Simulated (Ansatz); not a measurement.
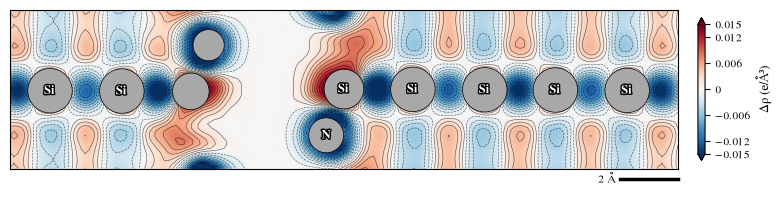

Si4N. Difference of the valence pseudo-densities of two functionals at the same geometry, on the (110) plane of the calculation cell: one of PBE and r2SCAN less the other.

Both computed with Ansatz (plane waves, PAW), on the same k-point mesh. Grey discs cover the atomic cores.

```
Si N
1.0
     2.78802   -0.00076   -0.00299
    -1.39321    2.41520    0.00115
    -0.05872   -0.34839   22.52909
Si N
8 2
Direct
  0.50607 0.00893 0.55543
  0.51661 0.02331 0.66448
  0.53912 0.05558 0.88192
  0.52834 0.04040 0.77541
  0.49393 0.99107 0.44457
  0.48339 0.97669 0.33552
  0.46088 0.94442 0.11808
  0.47166 0.95960 0.22459
  0.87525 0.72616 0.90907
  0.12475 0.27384 0.09093
```

Q: Which was subtracted from which, and what does the map show?

A: It is PBE less r2SCAN. Against r2SCAN, PBE gives less density around N (−0.013 e/Å³ on average at 0.8 Å from the nucleus) and a change of −0.014 e/Å³ at the midpoint of Si–N, −0.021 e/Å³ at the midpoint of Si–Si and −0.016 e/Å³ at the midpoint of Si–Si.
